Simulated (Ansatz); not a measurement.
HfN (rock salt), conventional cell a = 4.5255 Å, b = 4.5255 Å, c = 4.5255 Å, α = 90.00°, β = 90.00°, γ = 90.00°. The calculation uses the primitive cell of 2 atoms, to which meshes and values per cell refer.

E(V) scan at fixed shape, V₀ the volume above. Symmetry pins the atoms to their sites.

Calculation: r2SCAN (plane waves to 500 eV, PAW, scalar-relativistic; Ansatz, a quantum-chemistry and plane-wave program). k mesh 18×18×18 (Γ-centred), Fermi-Dirac smearing 0.05 eV. Energies are smeared free energies. HfN is run without spin polarisation. HfN was relaxed with its symmetry unable to fall. Spin-orbit coupling is left out, though Hf is heavy. ΔE is measured from the relaxed starting cell.

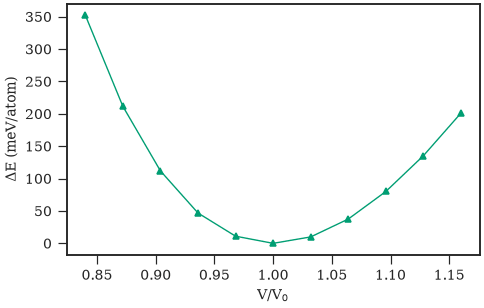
ΔE (meV/atom) against V/V₀; computed points joined by lines.

What is ΔE at V/V₀ = 0.840?

About 350 meV/atom.

What is ΔE at V/V₀ = 1.160?

About 200 meV/atom.

What bulk modulus B₀ follows from a third-order Birch-Murnaghan fit?

About 280 GPa.

(A scan under strain: stresses follow from slopes of the energy per volume, elastic moduli from its curvatures.)
